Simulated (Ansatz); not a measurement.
# One shape, several levels: N2H4 (hydrazine)

We compute a comparison of 4 runs (HF/STO-3G, HF/3-21G, B3LYP/6-31G*, CCSD/6-31G**) of N2H4 (hydrazine). 

The results are computed with Ansatz 0.2.0.

8 further runs of the same task are left out: 1 for a known fault of the program, 1 that didn't finish, 6 set aside as unsound or not needed.

## Step 1: The molecule

N2H4: 6 atoms, total charge 0, spin state singlet. SMILES: `NN`. The shape is that of a PBE0-D4/def2-TZVP optimisation. This is one conformer, not always the lowest.

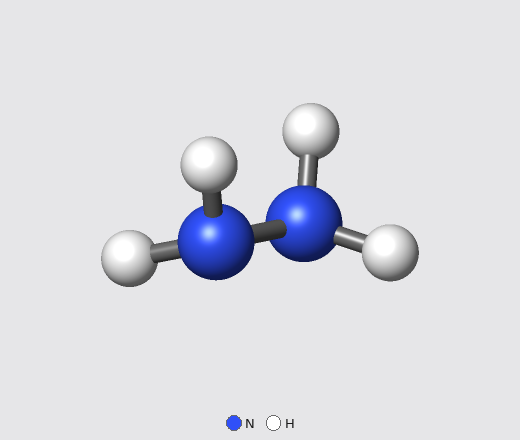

The structure, seen from a chosen angle (nitrogen blue, hydrogen white).

## Step 2: Energy and gradient at HF/STO-3G (run 1)

Contents of input.yaml:

```yaml
basis:
  gaussian:
    orbitals: STO-3G
crystal:
  periodic: [false, false, false]
  atoms:
    - {symbol: "N", position_ang: [-0.135100, -0.701700, 0.195900]}
    - {symbol: "N", position_ang: [0.447300, 0.583800, 0.089900]}
    - {symbol: H, position_ang: [-1.076200, -0.737600, -0.180500]}
    - {symbol: H, position_ang: [0.438700, -1.352200, -0.322700]}
    - {symbol: H, position_ang: [0.103900, 1.104700, -0.709700]}
    - {symbol: H, position_ang: [0.221500, 1.102900, 0.927100]}
total_charge: 0
hamiltonian:
  xc: hf
accuracy: high
output: {forces: true, orbitals: {seedname: orbitals}}
```

Command:

```
$ ansatz run input.yaml --threads 1 --pin off --max-ram 2610MiB --events-out events.jsonl --progress --plain --runs-dir runs
```

Standard output:

```text
Warning: RAYON_NUM_THREADS=1 ignored (pool sized by the plan → 1); use --threads N
Functional definition: HF
  name "HF"
  exchange = exact_x
  correlation = 0
231 factors; integrals over basis functions are off by at most 2.1e-8 eV
mean field evaluation 1: about -2985.7568 eV, gradient 1.0e1 eV
mean field evaluation 2: about -2985.8868 eV, gradient 1.0e1 eV
mean field evaluation 4: about -2986.2688 eV, gradient 7.9e-1 eV
mean field evaluation 8: about -2986.2730 eV, gradient 2.6e-6 eV
mean field -2986.27303822 eV, -109.7435099862 hartree, gradient 1.4e-8 eV, S^2 0.000000; 0 other end points of the search recorded, 0 dependent functions left out
the calculation of the forces begins
reference -2986.27303822 eV, -109.7435099862 hartree; 9, 9 occupied and 5, 5 virtual orbitals, 231 factors
Total energy: -2986.27303822 eV, -109.7435099862 hartree
Atom 0 at    -0.135100    -0.701700     0.195900 Å, force    -0.129641    -0.422581     1.568618 eV/Å
Atom 1 at     0.447300     0.583800     0.089900 Å, force     1.610255    -0.136501    -0.212550 eV/Å
Atom 2 at    -1.076200    -0.737600    -0.180500 Å, force    -1.012120     0.034500    -0.640314 eV/Å
Atom 3 at     0.438700    -1.352200    -0.322700 Å, force     0.575767    -0.739828    -0.775434 eV/Å
Atom 4 at     0.103900     1.104700    -0.709700 Å, force    -0.615179     0.580005    -0.849448 eV/Å
Atom 5 at     0.221500     1.102900     0.927100 Å, force    -0.429083     0.684405     0.909128 eV/Å
Dipole moment:    -0.308347     0.116428    -0.282306 e Å
```

It took 0.14 s on 1 thread of Arm Neoverse V2, shared host.

## Step 3: Energy and forces at HF/3-21G (run 2)

Contents of run.yaml:

```yaml
crystal:
  periodic: [false, false, false]
  atoms:
    - {symbol: "N", position_ang: [-0.135100, -0.701700, 0.195900]}
    - {symbol: "N", position_ang: [0.447300, 0.583800, 0.089900]}
    - {symbol: H, position_ang: [-1.076200, -0.737600, -0.180500]}
    - {symbol: H, position_ang: [0.438700, -1.352200, -0.322700]}
    - {symbol: H, position_ang: [0.103900, 1.104700, -0.709700]}
    - {symbol: H, position_ang: [0.221500, 1.102900, 0.927100]}
basis:
  gaussian:
    orbitals: 3-21G.json
hamiltonian:
  xc: hf
accuracy: high
output: {forces: true, orbitals: {seedname: orbitals}}
```

The basis set 3-21G is read from a file made from the Basis Set Exchange's data (not shown).

Command:

```
$ ansatz run run.yaml --threads 1 --pin off --max-ram 2610MiB --events-out events.jsonl --progress --plain --runs-dir runs
```

Standard output, cut to the lines that bear on the results:

```text
Warning: RAYON_NUM_THREADS=1 ignored (pool sized by the plan → 1); use --threads N
Functional definition: HF
  name "HF"
[...]
595 factors; integrals over basis functions are off by at most 5.3e-9 eV
[...]
mean field -3008.16143179 eV, -110.5478936132 hartree, gradient 1.5e-8 eV, S^2 0.000000; 0 other end points of the search recorded, 0 dependent functions left out
[...]
reference -3008.16143179 eV, -110.5478936132 hartree; 9, 9 occupied and 17, 17 virtual orbitals, 595 factors
Total energy: -3008.16143179 eV, -110.5478936132 hartree
Atom 0 at    -0.135100    -0.701700     0.195900 Å, force    -0.619620    -1.673868    -0.678912 eV/Å
Atom 1 at     0.447300     0.583800     0.089900 Å, force     0.004881     1.905959     0.116432 eV/Å
Atom 2 at    -1.076200    -0.737600    -0.180500 Å, force     0.096878     0.013084     0.269864 eV/Å
Atom 3 at     0.438700    -1.352200    -0.322700 Å, force    -0.041428     0.057394     0.363852 eV/Å
Atom 4 at     0.103900     1.104700    -0.709700 Å, force     0.245201    -0.142219     0.043433 eV/Å
Atom 5 at     0.221500     1.102900     0.927100 Å, force     0.314088    -0.160349    -0.114669 eV/Å
Dipole moment:    -0.364453     0.137612    -0.333672 e Å
```

Wall time 0.2 s (1 thread of Arm Neoverse V2, shared host).

Run 3 isn't shown in full; the table further down has it.

## Step 4: Energy and forces at CCSD/6-31G(d,p) (spherical functions) (run 4)

Contents of in.yaml:

```yaml
crystal:
  periodic: [false, false, false]
  atoms:
    - {symbol: N, position_ang: [-0.135100, -0.701700, 0.195900]}
    - {symbol: "N", position_ang: [0.447300, 0.583800, 0.089900]}
    - {symbol: H, position_ang: [-1.076200, -0.737600, -0.180500]}
    - {symbol: H, position_ang: [0.438700, -1.352200, -0.322700]}
    - {symbol: H, position_ang: [0.103900, 1.104700, -0.709700]}
    - {symbol: H, position_ang: [0.221500, 1.102900, 0.927100]}
basis:
  gaussian: {orbitals: 6-31G_st__st_-spherical.json}
correlation: {method: ccsd, frozen_orbitals: {H: 0, "N": 1}}
accuracy: high
scf: {omitted_lower_state_checks: [cluster_reference, increment]}
output: {forces: true, orbitals: {seedname: orbitals}}
```

The basis set 6-31G** is read from a file made from the Basis Set Exchange's data (not shown).

Command:

```
$ ansatz run in.yaml --threads 1 --pin off --max-ram 2610MiB --events-out events.jsonl --progress --plain --runs-dir runs
```

Standard output:

```text
Warning: RAYON_NUM_THREADS=1 ignored (pool sized by the plan → 1); use --threads N
[... 11 lines left out ...]
2 core orbitals not correlated: weight in the atoms' cores, before any rotation towards them, 1.000 or more for the frozen orbitals, at most 0.000 for the correlated occupied ones
[... 22 lines left out ...]
Total energy: -3035.57463401 eV, -111.5553102135 hartree
[... 6 lines left out ...]
Dipole moment:    -0.310488     0.117236    -0.284265 e Å
Checks for a lower state left out: cluster_reference, increment
```

Run time: 4.5 s. Hardware: 1 thread of Arm Neoverse V2, shared host.

## Step 5: Overview of the runs

```tsv
run	level	Cartesian functions	frozen core orbitals	energy (Eh)	dipole moment (D)	HOMO energy (eV)	LUMO energy (eV)	wall time
1	HF/STO-3G	no	–	-109.743510	2.08	-9.14	16.54	0.14 s
2	HF/3-21G	no	–	-110.547894	2.46	-10.63	7.27	0.2 s
3	B3LYP/6-31G* (Cartesian functions)	yes	–	-111.856016	2.11	-6.44	2.17	1.8 s
4	CCSD/6-31G** (spherical functions)	no	2	-111.555310	2.10	-10.88	6.10	4.5 s
```

## Step 6: Results

| quantity | value |
| --- | --- |
| run 4: total energy | -111.55531 Eh |
| run 4: dipole moment (correlated density) | 2.10 D |
| run 4: HOMO energy (Hartree–Fock orbitals) | -10.88 eV |
| run 4: LUMO energy (Hartree–Fock orbitals) | 6.10 eV |
| run 4: HOMO–LUMO gap (Hartree–Fock orbitals) | 16.98 eV |
| run 4: correlation energy (2 core orbitals frozen) | -372.9 mEh |
| run 4: T1 diagnostic | 0.006 |
| run 4: largest force on an atom | 0.569 eV/Å |

**Reading.** The dipole moment (its size) runs from 2.08 D (HF/STO-3G) to 2.46 D (HF/3-21G). Over runs 1, 2, 3 the HOMO–LUMO gap runs from 8.61 eV (B3LYP/6-31G*) to 25.68 eV (HF/STO-3G). The two ends differ in method and basis. In run 1 the basis is minimal, so the values are rough. All runs together took 6.6 s, the longest 4.5 s.
